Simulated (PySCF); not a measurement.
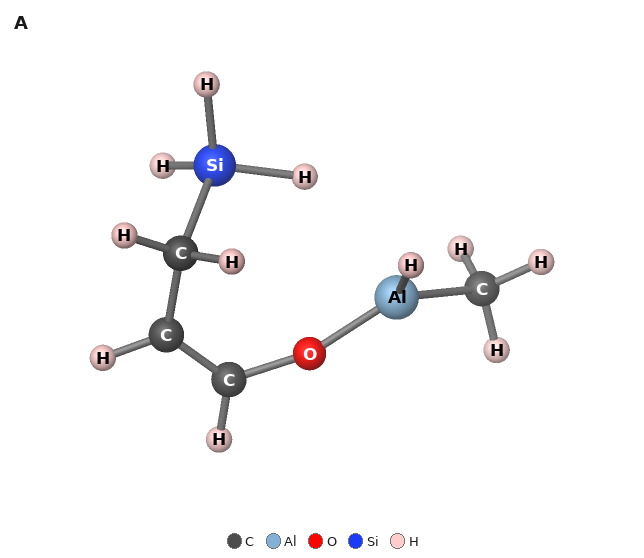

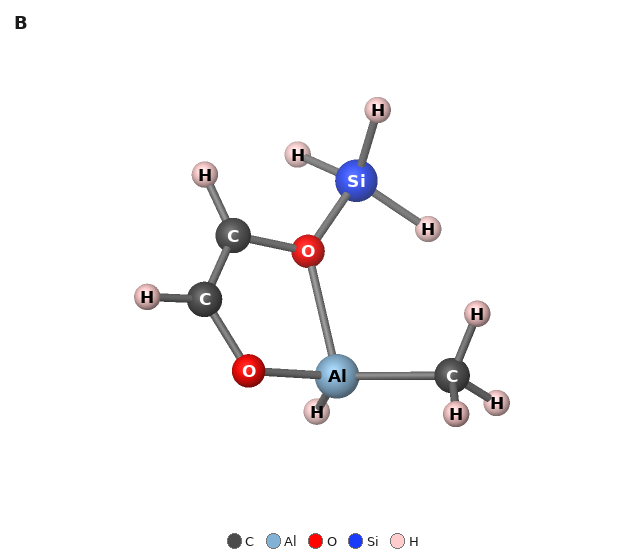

Two related species, optimised with GFN2-xTB; properties computed with PySCF 2.14.0. Both: charge 0, singlet.

**Identify both.**

A is C4H11AlOSi, B is C3H9AlO2Si.

Compare them. With CAM-B3LYP/def2-SVPD: dipole moment (D), HOMO–LUMO gap (eV), HOMO energy (Kohn–Sham orbital) (eV), lowest vertical singlet excitation (eV), mean static polarisability (bohr³). With GFN2-xTB: mean Si–H length (Å).

```json
{"quantity": "dipole moment (D)", "A": "0.58", "B": "3.54"}
{"quantity": "HOMO–LUMO gap (eV)", "A": "7.89", "B": "7.98"}
{"quantity": "HOMO energy (Kohn–Sham orbital) (eV)", "A": "−7.58", "B": "−7.60"}
{"quantity": "lowest vertical singlet excitation (eV)", "A": "5.14", "B": "5.21"}
{"quantity": "mean static polarisability (bohr³)", "A": "104.7", "B": "90.9"}
{"quantity": "mean Si–H length (Å)", "A": "1.473", "B": "1.459"}
```

Each is one conformer, and no frequency run is at hand to confirm it as a minimum.

The geometry is semi-empirical. Around Al, Si such bond lengths and angles can be off by a tenth of an ångström or more and by several degrees, and values that hang on the shape move with them.
